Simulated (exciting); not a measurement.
# Core excitons at the F K edge of CdF2

How far do the exchange and direct terms reshape the F K edge of CdF2?

Method: X-ray absorption, core-level Bethe-Salpeter equation, exchange and statically screened direct term, Tamm-Dancoff, all-electron LAPW+lo LDA, in exciting sodium.

### 1. The starting structure

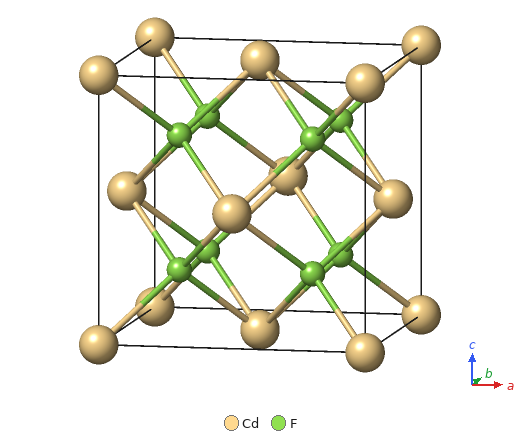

The starting structure, seen slightly off an axis (cadmium orange, fluorine green). This picture shows the conventional cell, with its axes. Some periodic images of atoms are drawn too.

Coordinates:

```xyz
3
Lattice="0.0000 2.6940 2.6940 2.6940 0.0000 2.6940 2.6940 2.6940 0.0000" Properties=species:S:1:pos:R:3 pbc="T T T"
Cd    0.0000    0.0000    0.0000
F     4.0410    4.0410    4.0410
F     1.3470    1.3470    1.3470
```

Differences between curves are given as r.m.s. difference over r.m.s. height.

### 2. The self-consistent potential

The species files are the program's own, with muffin-tin radii set in the input.

input.xml reads:

```
<input>
  <title>CdF2</title>
  <structure speciespath="." autormt="false" epslat="1.0e-5">
    <crystal>
      <basevect>0.0000000000 5.0909221788 5.0909221788</basevect>
      <basevect>5.0909221788 0.0000000000 5.0909221788</basevect>
      <basevect>5.0909221788 5.0909221788 0.0000000000</basevect>
    </crystal>
    <species speciesfile="Cd.xml" rmt="2.240">
      <atom coord="0.0000000000 0.0000000000 0.0000000000"/>
    </species>
    <species speciesfile="F.xml" rmt="2.037">
      <atom coord="0.7500000000 0.7500000000 0.7500000000"/>
      <atom coord="0.2500000000 0.2500000000 0.2500000000"/>
    </species>
  </structure>
  <groundstate do="fromscratch" xctype="LDA_PW" ngridk="5 5 5" rgkmax="7" gmaxvr="14" nempty="8" swidth="0.001" maxscl="100" epsengy="1e-5"/>
</input>
```

Launch:

```bash
$ OMP_NUM_THREADS=1 mpirun -n 2 exciting
```

Numbers of over 12 decimals in the logs are rounded to 6 here.

What it wrote:

```text
EXCITING SODIUM started
********************************************************************************
* Ground-state run starting from atomic densities                              *
********************************************************************************
+ Starting initialization                                                      +
[... lattice and species ...]
 Spin treatment                             :    spin-unpolarised
 Number of Bravais lattice symmetries       :      48
[...]
+ Self-consistent loop stopped                                                 +
 STATE.OUT is written
********************************************************************************
* Groundstate module stopped                                                   *
********************************************************************************
 Total time spent (seconds)                 :        18.08
- CAUTION! Warnings have been written in file WARNING.OUT !                    -
| EXCITING SODIUM stopped                                                      =
[key lines of the parts left out:]
Total energy                               :     -5789.79138947
Fermi energy                               :         0.03802624
```

Elapsed: 20 s, on 2 MPI ranks of Arm Neoverse V1, shared host.

The warnings file holds hints only, no warning.

The mesh shows a gap of 2.89 eV. Core levels (Dirac, from the valence top):

| atom | level | energy (eV) |
| --- | --- | --- |
| Cd | 2s1/2 | -3923.1 |
| Cd | 2p1/2 | -3653.8 |
| Cd | 2p3/2 | -3461.6 |
| Cd | 3s1/2 | -724.4 |
| Cd | 3p1/2 | -616.3 |
| Cd | 3p3/2 | -582.0 |
| Cd | 3d3/2 | -390.0 |
| Cd | 3d5/2 | -383.0 |
| Cd | 4s1/2 | -98.0 |
| F | 1s1/2 | -647.4 |

### 3. A richer basis for the empty states

Each species file gets more local orbitals, built from u and its energy derivative at 0.15 Ha and u at 0.9 Ha.

input.xml is that of step 2.

SPECIES.xml, added lines reads:

```
<lo l="L">  <!-- L = 0, 1, 2 -->
  <wf matchingOrder="0" trialEnergy="0.1500" searchE="false"/>
  <wf matchingOrder="1" trialEnergy="0.1500" searchE="false"/>
  <wf matchingOrder="0" trialEnergy="0.9000" searchE="false"/>
</lo>
```

Launch:

```bash
$ OMP_NUM_THREADS=1 mpirun -n 2 exciting
```

What it wrote:

```text
EXCITING SODIUM started
********************************************************************************
* Ground-state run starting from atomic densities                              *
********************************************************************************
+ Starting initialization                                                      +
[... lattice and species ...]
 Spin treatment                             :    spin-unpolarised
 Number of Bravais lattice symmetries       :      48
[...]
+ Self-consistent loop stopped                                                 +
 STATE.OUT is written
********************************************************************************
* Groundstate module stopped                                                   *
********************************************************************************
 Total time spent (seconds)                 :        16.10
- CAUTION! Warnings have been written in file WARNING.OUT !                    -
| EXCITING SODIUM stopped                                                      =
[key lines of the parts left out:]
Total energy                               :     -5789.79237712
Fermi energy                               :         0.03879146
```

Elapsed: 18 s, on 2 MPI ranks.

Against the first ground state the total energy moves by -9 meV an atom and the gap by -0.01 eV.

### 4. Screening, kernels and BSE for F atom 2

The absorber has 4 Cd at 2.33 Å (tetrahedral, site symmetry -43m).

input.xml: that of step 3 with these lines changed.

```diff
@@ -16,3 +16,20 @@
   </structure>
-  <groundstate do="fromscratch" xctype="LDA_PW" ngridk="5 5 5" rgkmax="7" gmaxvr="14" nempty="8" swidth="0.001" maxscl="100" epsengy="1e-5"/>
+  <groundstate do="skip" xctype="LDA_PW" ngridk="5 5 5" rgkmax="7" gmaxvr="14" nempty="8" swidth="0.001" maxscl="100" epsengy="1e-5"/>
+  <xs xstype="BSE" ngridk="5 5 5" ngridq="5 5 5" vkloff="0.097 0.273 0.493" rgkmax="7" nempty="20" gqmax="3" lmaxapwwf="5" lmaxemat="2" broad="0.01654" tevout="true">
+    <energywindow intv="23.453 25.070" points="439"/>
+    <screening screentype="full" nempty="37"/>
+    <BSE xas="true" xasspecies="2" xasatom="1" xasedge="K" bsetype="singlet" nstlxas="1 16"/>
+    <qpointset>
+      <qpoint>0 0 0</qpoint>
+    </qpointset>
+    <plan>
+      <doonly task="xsgeneigvec"/>
+      <doonly task="writepmatxs"/>
+      <doonly task="scrgeneigvec"/>
+      <doonly task="scrwritepmat"/>
+      <doonly task="screen"/>
+      <doonly task="scrcoulint"/>
+      <doonly task="exccoulint"/>
+    </plan>
+  </xs>
 </input>
```

input.xml for the last start (plan only) reads:

```
  <plan>
    <doonly task="bse"/>
  </plan>
```

Launch:

```bash
$ OMP_NUM_THREADS=1 mpirun -n 2 exciting
$ OMP_NUM_THREADS=2 exciting
```

What it wrote:

```text
| EXCITING SODIUM started for task xsgeneigvec ( 301)                          =
One-shot GS runs for BSE calculations
One-shot GS runs for k+qmt/2 grids
Info(xsgeneigvec): Generating eigenvectors for Q-point      1
Info(xsgeneigvec): Generation of eigenvectors finished
| EXCITING SODIUM started for task writepmatxs ( 320)                          =
Info(writepmatxs): Momentum matrix elements finished
| EXCITING SODIUM started for task scrgeneigvec ( 401)                         =
One-shot GS runs for BSE calculations
One-shot GS runs for k+qmt/2 grids
[...]
Info(setup_bse_block): Setting up RR part of hamiltonian
Info(setup_bse_block): Singlet spin state
Info(bse): Diagonalizing RR Hamiltonian (TDA)
Info(bse): Invoking Lapack routine ZHEEVR
      4000 eigen solutions found in the interval:
         i1=       1 i2=    4000
Info(bse): Writing excition energies and oscillator strengths to text file.
Info(makespectrum_dist): Making spectrum using formula for coupling with time reversed AR basis.
Info(makespectrum_dist): Using formalism for vanishing momentum transfer.
Info(writederived): Writing quantities derived from the macroscopic dielectric function.
Info(bselauncher): Spectrum finished for iqmt=  1
Info(bselauncher): All done for BSE type singlet
```

The job ended after 21 min (2 MPI ranks).

Wall time by task: xsgeneigvec 6.2 s, writepmatxs 11 s, scrgeneigvec 9.8 s, scrwritepmat 3 s, screen 2.7 min, scrcoulint 9.5 min, exccoulint 6.7 min, bse 62 s.

The F K spectrum of F atom 2 (energy from the Kohn–Sham onset, core level to the lowest empty state found on the meshes used, 650.19 eV; the ground-state mesh sets it, and the shifted mesh has its lowest transition 0.30 eV above it; Im ε scaled to the maximum of the singlet run; cut below the end of the band set):

| E (eV) | Im ε |
| --- | --- |
| -3.0 | 0.03 |
| -2.0 | 0.05 |
| -1.0 | 0.09 |
| 0.0 | 0.33 |
| 1.0 | 0.84 |
| 2.0 | 0.96 |
| 3.0 | 0.56 |
| 4.0 | 0.31 |
| 5.0 | 0.73 |
| 6.0 | 0.51 |
| 7.0 | 0.37 |
| 8.0 | 0.64 |
| 9.0 | 0.58 |
| 10.0 | 0.30 |
| 11.0 | 0.17 |
| 12.0 | 0.16 |
| 13.0 | 0.17 |
| 14.0 | 0.31 |
| 15.0 | 0.30 |
| 16.0 | 0.41 |
| 17.0 | 0.54 |
| 18.0 | 0.40 |
| 19.0 | 0.30 |
| 20.0 | 0.18 |
| 21.0 | 0.13 |
| 22.0 | 0.11 |
| 23.0 | 0.09 |
| 24.0 | 0.09 |

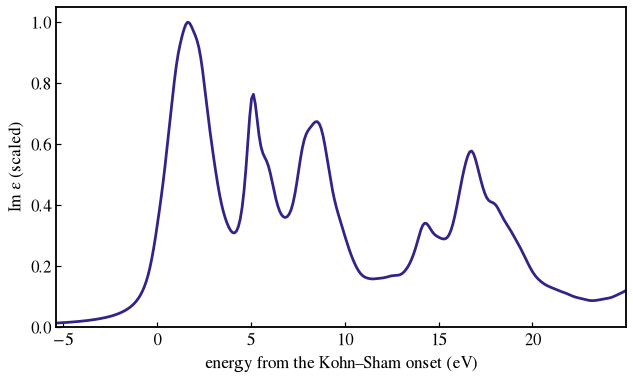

The F K edge of F atom 2.

Maxima (height): 1.6 eV (1.00), 5.1 eV (0.76), 8.5 eV (0.67), 14.3 eV (0.34) and 16.8 eV (0.58).

The Hamiltonian has 4000 rows. The lowest groups of eigenvalues and the brightest ones, on the scale above (the program counts from the shifted mesh's onset, 0.30 eV higher). Core spinors bring spin-forbidden partners, so dark means forbidden by spin or by symmetry, and the shifted mesh splits states that symmetry would keep together:

| energy (eV) | states within 10 meV | relative strength |
| --- | --- | --- |
| -0.583 | 2 | 0.0069 |
| -0.146 | 2 | 0.13 |
| 0.088 | 2 | 0.20 |
| 0.210 | 2 | 0.25 |
| 0.421 | 2 | 0.22 |
| 0.595 | 2 | 0.36 |
| 0.982 | 2 | 0.65 |
| 1.063 | 4 | 0.66 |
| 1.464 | 2 | 0.46 |
| 1.638 | 2 | 0.53 |
| 5.055 | 2 | 0.88 |
| 5.080 | 3 | 0.97 |
| 5.096 | 1 | 1.00 |

### 5. Independent particles

input.xml: that of step 4 with these lines changed.

```diff
@@ -20,3 +20,3 @@
     <screening screentype="full" nempty="37"/>
-    <BSE xas="true" xasspecies="2" xasatom="1" xasedge="K" bsetype="singlet" nstlxas="1 16"/>
+    <BSE xas="true" xasspecies="2" xasatom="1" xasedge="K" bsetype="IP" nstlxas="1 16"/>
     <qpointset>
@@ -25,9 +25,3 @@
     <plan>
-      <doonly task="xsgeneigvec"/>
-      <doonly task="writepmatxs"/>
-      <doonly task="scrgeneigvec"/>
-      <doonly task="scrwritepmat"/>
-      <doonly task="screen"/>
-      <doonly task="scrcoulint"/>
-      <doonly task="exccoulint"/>
+      <doonly task="bse"/>
     </plan>
```

Launch:

```bash
$ OMP_NUM_THREADS=2 exciting
```

What it wrote:

```text
| EXCITING SODIUM started for task bse ( 445)                                  =
Info(bselauncher): Init time:    0.751057
Info(bselauncher): Setting up and diagonalizing BSE Hamiltonian.
Info(bselauncher): Using momentum transfer vectors from list :   1 to  1
Info(bselauncher): Distributing qmt-points over   1 processes.
Info(bselauncher): BSE type: IP
Info(bselauncher): Momentum transfer list index: iqmt=  1
Info(bselauncher): Momentum transfer: vqmtl=   0.000   0.000   0.000
Info(bse): Inspecting occupations...
Info(setranges_modxs): Number of non-reduced k-points:      125
[...]
highest unoccupied state:  32
  Opening gap with a scissor of:      0.000/H      0.000/eV
Info(select_transitions): Number of participating transitions:    4000
Info(bse): Selecting transitions...
Info(bse):bsegap (eV):   650.492497
Info(bse): IP requested, nothing much to do
Info(bse): Writing excition energies and oscillator strengths to text file.
Info(makespectrum_dist): Making spectrum using formula for coupling with time reversed AR basis.
Info(makespectrum_dist): Using formalism for vanishing momentum transfer.
Info(writederived): Writing quantities derived from the macroscopic dielectric function.
Info(bselauncher): Spectrum finished for iqmt=  1
Info(bselauncher): All done for BSE type IP
```

It took 1.5 s on 2 threads.

Maxima (height): 4.4 eV (0.67), 7.0 eV (0.55), 10.7 eV (0.85), 15.8 eV (0.29) and 19.2 eV (0.67). The spectrum differs from the singlet run by 78 % r.m.s. Moving the earlier curve by +2.4 eV leaves 36 %. The highest maximum lies at 10.7 eV (0.85), against 1.6 eV (1.00).

### 6. Exchange alone

input.xml: that of step 5 with these lines changed.

```diff
@@ -20,3 +20,3 @@
     <screening screentype="full" nempty="37"/>
-    <BSE xas="true" xasspecies="2" xasatom="1" xasedge="K" bsetype="IP" nstlxas="1 16"/>
+    <BSE xas="true" xasspecies="2" xasatom="1" xasedge="K" bsetype="RPA" nstlxas="1 16"/>
     <qpointset>
```

Launch:

```bash
$ OMP_NUM_THREADS=2 exciting
```

What it wrote:

```text
| EXCITING SODIUM started for task bse ( 445)                                  =
Info(bselauncher): Init time:    0.718889
Info(bselauncher): Setting up and diagonalizing BSE Hamiltonian.
Info(bselauncher): Using momentum transfer vectors from list :   1 to  1
Info(bselauncher): Distributing qmt-points over   1 processes.
Info(bselauncher): BSE type: RPA
Info(bselauncher): Momentum transfer list index: iqmt=  1
Info(bselauncher): Momentum transfer: vqmtl=   0.000   0.000   0.000
Info(bse): Inspecting occupations...
Info(setranges_modxs): Number of non-reduced k-points:      125
[...]
Info(setup_bse_block): Setting up RR part of hamiltonian
Info(setup_bse_block): Using RPA approximation
Info(bse): Diagonalizing RR Hamiltonian (TDA)
Info(bse): Invoking Lapack routine ZHEEVR
      4000 eigen solutions found in the interval:
         i1=       1 i2=    4000
Info(bse): Writing excition energies and oscillator strengths to text file.
Info(makespectrum_dist): Making spectrum using formula for coupling with time reversed AR basis.
Info(makespectrum_dist): Using formalism for vanishing momentum transfer.
Info(writederived): Writing quantities derived from the macroscopic dielectric function.
Info(bselauncher): Spectrum finished for iqmt=  1
Info(bselauncher): All done for BSE type RPA
```

Run time: 60 s. Hardware: 2 threads.

Maxima (height): 4.4 eV (0.66), 7.0 eV (0.55), 10.7 eV (0.85), 15.8 eV (0.29) and 19.2 eV (0.67). Against the independent-particle run the r.m.s. difference is 1 %.

### 7. Direct term alone

input.xml: that of step 6 with these lines changed.

```diff
@@ -20,3 +20,3 @@
     <screening screentype="full" nempty="37"/>
-    <BSE xas="true" xasspecies="2" xasatom="1" xasedge="K" bsetype="RPA" nstlxas="1 16"/>
+    <BSE xas="true" xasspecies="2" xasatom="1" xasedge="K" bsetype="triplet" nstlxas="1 16"/>
     <qpointset>
```

Launch:

```bash
$ OMP_NUM_THREADS=2 exciting
```

What it wrote:

```text
| EXCITING SODIUM started for task bse ( 445)                                  =
Info(bselauncher): Init time:    0.724581
Info(bselauncher): Setting up and diagonalizing BSE Hamiltonian.
Info(bselauncher): Using momentum transfer vectors from list :   1 to  1
Info(bselauncher): Distributing qmt-points over   1 processes.
Info(bselauncher): BSE type: triplet
Info(bselauncher): Momentum transfer list index: iqmt=  1
Info(bselauncher): Momentum transfer: vqmtl=   0.000   0.000   0.000
Info(bse): Inspecting occupations...
[...]
Info(setup_bse_block): Setting up RR part of hamiltonian
Info(setup_bse_block): Triplet spin state
Info(bse): Diagonalizing RR Hamiltonian (TDA)
Info(bse): Invoking Lapack routine ZHEEVR
      4000 eigen solutions found in the interval:
         i1=       1 i2=    4000
Info(bse): Writing excition energies and oscillator strengths to text file.
Info(makespectrum_dist): Making spectrum using formula for coupling with time reversed AR basis.
Info(makespectrum_dist): Using formalism for vanishing momentum transfer.
Info(writederived): Writing quantities derived from the macroscopic dielectric function.
Info(bselauncher): Spectrum finished for iqmt=  1
Info(bselauncher): All done for BSE type triplet
```

Wall time 60 s (2 threads).

Maxima (height): 1.6 eV (1.02), 5.1 eV (0.77), 8.4 eV (0.67), 14.3 eV (0.34) and 16.8 eV (0.57). The spectrum differs from the singlet run by 2 % r.m.s.

### 8. From independent particles to the full kernel

| level | curve passes 0.15 (eV) | highest maximum (eV) | its height |
| --- | --- | --- | --- |
| IP | 1.9 | 10.7 | 0.85 |
| RPA | 1.9 | 10.7 | 0.85 |
| direct only | -0.6 | 1.6 | 1.02 |
| singlet | -0.5 | 1.6 | 1.00 |

| E (eV) | IP | RPA | direct only | singlet |
| --- | --- | --- | --- | --- |
| -3.0 | 0.01 | 0.01 | 0.03 | 0.03 |
| -2.0 | 0.01 | 0.01 | 0.05 | 0.05 |
| -1.0 | 0.02 | 0.02 | 0.10 | 0.09 |
| 0.0 | 0.03 | 0.03 | 0.34 | 0.33 |
| 1.0 | 0.08 | 0.07 | 0.88 | 0.84 |
| 2.0 | 0.16 | 0.16 | 0.97 | 0.96 |
| 3.0 | 0.30 | 0.29 | 0.56 | 0.56 |
| 4.0 | 0.59 | 0.57 | 0.31 | 0.31 |
| 5.0 | 0.50 | 0.50 | 0.74 | 0.73 |
| 6.0 | 0.27 | 0.27 | 0.51 | 0.51 |
| 7.0 | 0.55 | 0.55 | 0.37 | 0.37 |
| 8.0 | 0.32 | 0.32 | 0.64 | 0.64 |
| 9.0 | 0.41 | 0.40 | 0.56 | 0.58 |
| 10.0 | 0.70 | 0.69 | 0.29 | 0.30 |
| 11.0 | 0.81 | 0.82 | 0.17 | 0.17 |
| 12.0 | 0.36 | 0.37 | 0.16 | 0.16 |
| 13.0 | 0.22 | 0.22 | 0.17 | 0.17 |
| 14.0 | 0.16 | 0.16 | 0.31 | 0.31 |
| 15.0 | 0.23 | 0.23 | 0.29 | 0.30 |
| 16.0 | 0.28 | 0.28 | 0.41 | 0.41 |
| 17.0 | 0.27 | 0.26 | 0.54 | 0.54 |
| 18.0 | 0.44 | 0.44 | 0.40 | 0.40 |
| 19.0 | 0.66 | 0.66 | 0.29 | 0.30 |
| 20.0 | 0.64 | 0.65 | 0.18 | 0.18 |
| 21.0 | 0.46 | 0.47 | 0.13 | 0.13 |
| 22.0 | 0.29 | 0.30 | 0.10 | 0.11 |
| 23.0 | 0.21 | 0.22 | 0.09 | 0.09 |
| 24.0 | 0.15 | 0.15 | 0.09 | 0.09 |

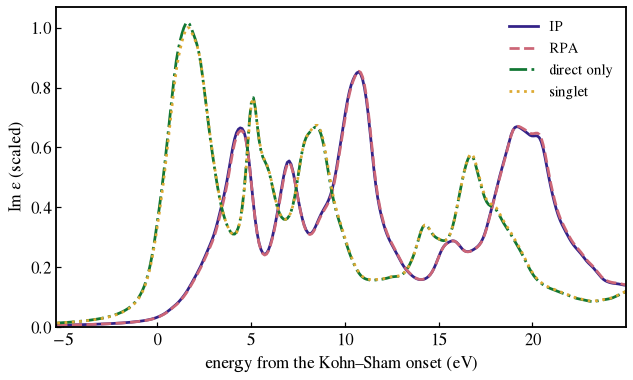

The spectrum at each level.

### 9. Summary of results

| Property | Result |
| --- | --- |
| absorber and edge | F K, atom 2 |
| surroundings | 4 Cd at 2.33 Å (tetrahedral, site symmetry -43m) |
| first bright state | -0.15 eV from the Kohn–Sham onset, on this mesh |
| highest maximum | 1.6 eV |
| cost of the BSE run | 21 min on 2 MPI ranks of Arm Neoverse V1, shared host; the last task ran on as many threads |

Is a core exciton bound? Undecided on this mesh: the first bright state (over 5 % of the brightest) lies at -0.15 eV from the Kohn–Sham onset and at -0.45 eV from the lowest bare transition of its own mesh; weaker or dark states reach down to -0.58 eV. Exchange alone changes the independent-particle spectrum by 1.5 % r.m.s. Leaving exchange out of the full kernel changes the spectrum by 1.8 % r.m.s. A mesh of 125 points doesn't converge binding energies. The kernel cutoff is low for a compact core orbital, so the effect of exchange is a lower bound. The zero comes from the unshifted 5×5×5 ground-state mesh; it is exact only where the band minimum lies on that mesh. The Kohn–Sham onset, 650 eV, is no photon energy: the scale needs a rigid shift. Bands and screening come from semilocal DFT, whose small gap overscreens. Vibrations and energy-dependent lifetimes are left out. The structure is a published determination, not relaxed.

[Banner, clock and machine lines of the logs are left out without a mark of their own.]

[Logs are printed without paths, hosts, clocks, repeated set-up lines and the standing remarks that a program may print on its own settings, such as how far it seeks lower states.]

[Hosts, paths, dates, database ids (printed as entryN), source tags and the programs' standing remarks are cut or masked in the printed files.]
